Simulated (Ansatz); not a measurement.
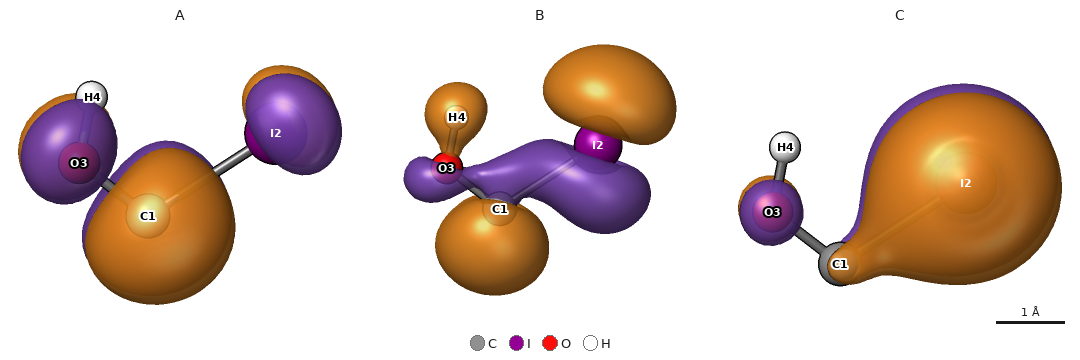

Figure 1: CHIO. Three frontier orbitals at ±0.1 Å⁻³ᐟ² (orange and purple are the two phases), in no order.

Geometry: PBE0-D3(BJ)/def2-SVP; core potentials replace the inner electrons of I.

These are results of isolated molecule in a Gaussian basis; Kohn-Sham density functional theory, functional PBE0 in Ansatz, not measurements.

Which picture is the HOMO−1, the HOMO and the LUMO?

Answer. C is the HOMO−1 (−7.97 eV). It lies mainly on I2 (about 90 %); it changes sign across the molecular plane (π type). B is the HOMO (−7.24 eV). By Hirshfeld shares it lies mainly on I2 (about 45 %), C1 (about 45 %) and O3 (about 5 %); it is symmetric in the molecular plane (an in-plane orbital: σ, lone-pair or in-plane π type). A is the LUMO (−2.26 eV). It lies mainly on C1 (about 65 %), O3 (about 20 %) and I2 (about 15 %); it changes sign across the molecular plane (π type); π-antibonding (a node) across C1–O3.

What is the HOMO–LUMO gap?

Answer. 4.98 eV between the orbital energies.
